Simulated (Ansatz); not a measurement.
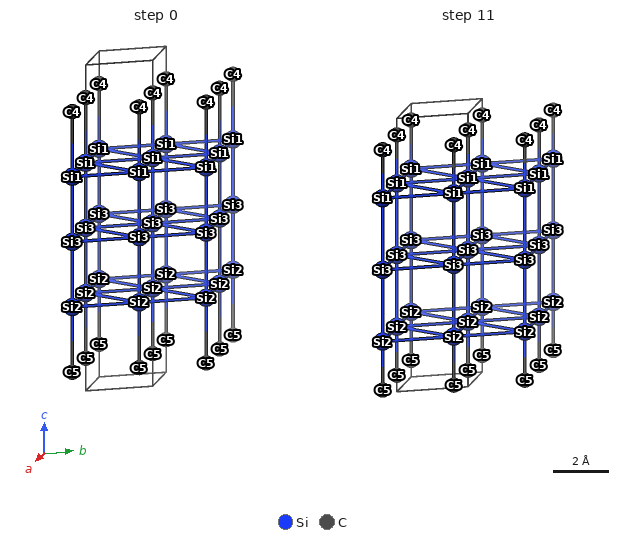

The structure of a crystal of Si$_{3}$C$_{2}$ (a generated structure, set up in P6/mmm) (coarse preliminary run) before (left) and after (right) a relaxation, at one scale.

A ball-and-stick model of the cell of the calculation, repeated 2 × 2 × 1 with one cell outlined, seen slightly off an axis.

Level of theory: DFT PBE, scalar-relativistic, plane waves, PAW in Ansatz 0.2.0.

Input file:
```yaml
crystal:
  lattice:
    - [2.59694151, 0.0, 0.0]
    - [-1.29847076, 2.24901732, 0.0]
    - [0.0, 0.0, 12.19339522]
  atoms:
    - { symbol: Si, position: [0.0, 0.0, 0.7] }
    - { symbol: Si, position: [0.0, 0.0, 0.3] }
    - { symbol: Si, position: [0.0, 0.0, 0.5] }
    - { symbol: C, position: [0.0, 0.0, 0.9] }
    - { symbol: C, position: [0.0, 0.0, 0.1] }
basis:
  ecutwfc: 420
kpoints:
  mp_grid: { grid: [6, 6, 2] }
hamiltonian:
  xc: pbe
scf:
  occupations: { method: gaussian, width: 0.1 }
  lower_state_search: "off"
output:
  forces: true
  stress: true
  eigenvalues: true
relax:
  adjacent_minimum: "off"
  f_tol: 0.04
  max_steps: 70
  cell: { stress_tol: 0.4 }
```

Launched with:
```bash
ansatz run input.yaml --threads 1 --pin off --max-ram 2560MiB --backend cpu --events-out ev --progress --plain --runs-dir out
```

> Describe what moved and what it gained.

The largest moves relative to the cell, 0.64 Å, are those of Si1 and Si2. Si1 goes along +c. By element the largest moves are Si 0.64 Å, C 0.40 Å. The drawn cell changes as follows: a = b 2.597 → 2.758 Å (+6.2 %), c 12.193 → 10.227 Å (−16.1 %); the volume changes by −5.4 %. Near-neighbour distances that change, for instance: C4–C5 2.439 → 1.236 Å, Si1–C4 2.439 → 1.815 Å, Si1–Si3 2.439 → 2.680 Å, Si1–Si1 2.597 → 2.758 Å. New bonds form: C4–C5 (2.44 → 1.24 Å). The space group stays P6/mmm (No. 191). The energy falls by 6.090 eV per cell of the calculation in 9 accepted moves (11 points after the start). The largest force component goes from 2 to 0.006 eV/Å. Pressure: −11.81 GPa at the start and 0.15 GPa at the end. The line search rejected the trial step at point 4 of the run. The SCF was repeated once at an unchanged geometry on a basis and grid sized afresh for the cell, which shifted the energy by 9.9 meV per cell of the calculation at most.

Limits of the set-up: the k-point mesh is coarse for a cell with partly filled bands.
